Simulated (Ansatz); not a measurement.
## InMo3Se3: pressure series

The reference is InMo3Se3 (space group P6_3/m, No. 176; a = 8.768 Å, c = 4.477 Å; a cell from a computed database, its experimental status unchecked).

Cell and atoms are relaxed at each pressure.

All numbers come from PBEsol (Ansatz, a program for electronic structure; PAW; 420 eV plane waves; no spin-orbit coupling).

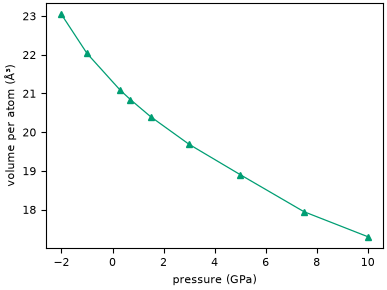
Figure: Volume against pressure

Question: Estimate the zero-pressure bulk modulus from the plot.

Answer: About 31 GPa; a third-order Birch–Murnaghan fit to the points gives V₀ = 21.33 Å³/atom, B₀ = 31 GPa and B₀′ = 4.0.

Load acts through the strain it causes; cell and atoms are relaxed under it. Stability against distortions was not tested. Competing high-pressure phases were not computed. The final runs are not spin-polarised.
